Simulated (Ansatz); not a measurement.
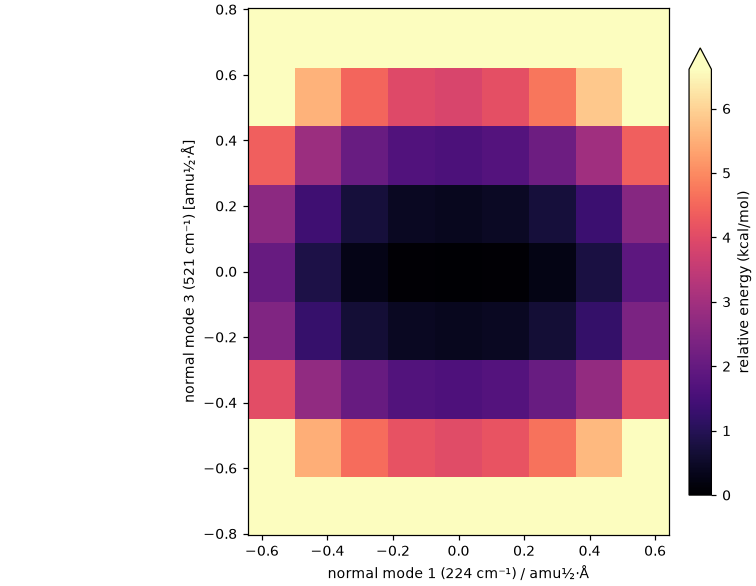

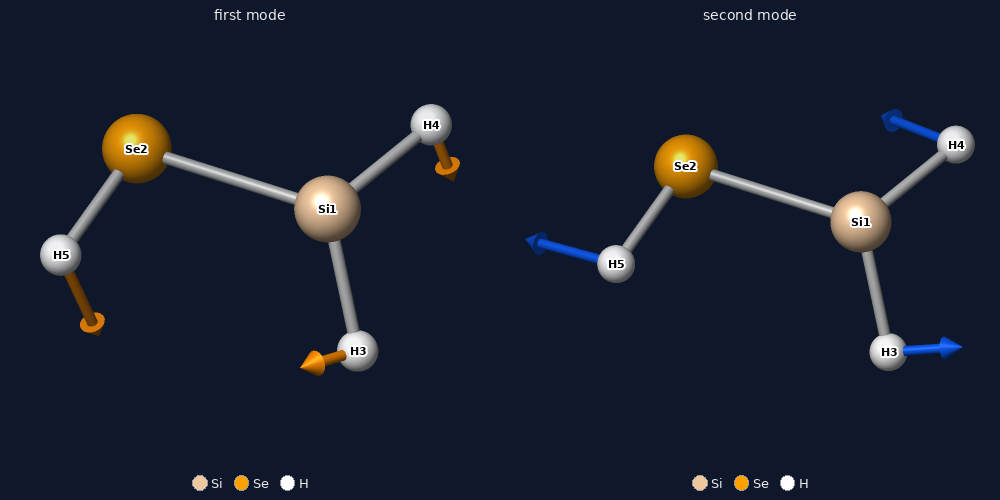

Energy landscape of H₃SeSi, SMILES [SiH2][SeH], spin multiplicity 2. The first coordinate is: normal mode 1 (224 cm⁻¹); the second: normal mode 3 (521 cm⁻¹). Nothing is relaxed (straight displacements along the two mass-weighted modes). The scan uses a 9 × 9 grid. Points are written as (first, second). All energies are given in kcal/mol relative to the relaxed molecule at the same level. Method: UKS r2SCAN0-D4/def2-TZVP in Ansatz 0.2.0.

Drawn: one coloured cell a grid point, one colour for all values above the top of the scale. The second picture is the structure at the lowest point

Question: What does the map say about the system?

Answer: The lowest grid point is at (0.000 amu½·Å, 0.000 amu½·Å), 0.0 kcal/mol from the relaxed molecule at the same level. No other kind of well shows on this grid. The highest grid point, (0.571 amu½·Å, 0.714 amu½·Å), lies 12.5 kcal/mol above the lowest.

The values on the grid:

| normal mode 3 (521 cm⁻¹) ↓, normal mode 1 (224 cm⁻¹) → | −0.571 | −0.428 | −0.286 | −0.143 | 0.000 | 0.143 | 0.286 | 0.428 | 0.571 |
| --- | --- | --- | --- | --- | --- | --- | --- | --- | --- |
| 0.714 | 11.8 | 9.6 | 8.3 | 7.7 | 7.6 | 7.9 | 8.8 | 10.3 | 12.5 |
| 0.535 | 7.4 | 5.5 | 4.5 | 4.0 | 3.9 | 4.1 | 4.7 | 5.8 | 7.6 |
| 0.357 | 4.4 | 2.9 | 2.0 | 1.7 | 1.6 | 1.7 | 2.1 | 2.9 | 4.4 |
| 0.178 | 2.7 | 1.4 | 0.7 | 0.4 | 0.4 | 0.4 | 0.7 | 1.3 | 2.5 |
| 0.000 | 2.0 | 0.8 | 0.3 | 0.1 | 0.0 | 0.0 | 0.3 | 0.8 | 1.9 |
| −0.178 | 2.4 | 1.3 | 0.7 | 0.4 | 0.4 | 0.4 | 0.7 | 1.2 | 2.4 |
| −0.357 | 4.0 | 2.7 | 2.0 | 1.7 | 1.6 | 1.7 | 2.0 | 2.8 | 4.1 |
| −0.535 | 7.0 | 5.5 | 4.6 | 4.1 | 4.0 | 4.2 | 4.7 | 5.6 | 7.3 |
| −0.714 | 11.6 | 9.8 | 8.7 | 8.1 | 8.0 | 8.2 | 8.9 | 10.2 | 12.2 |

Each point was launched as `ansatz run input.yaml --threads 1 --pin off --max-ram 2560MiB --backend cpu --events-out ev --progress --plain --runs-dir out`. The whole map (81 points run) took 11 min on 1 thread of Intel(R) Xeon(R) Platinum 8488C (Sapphire Rapids), with other jobs on the host.
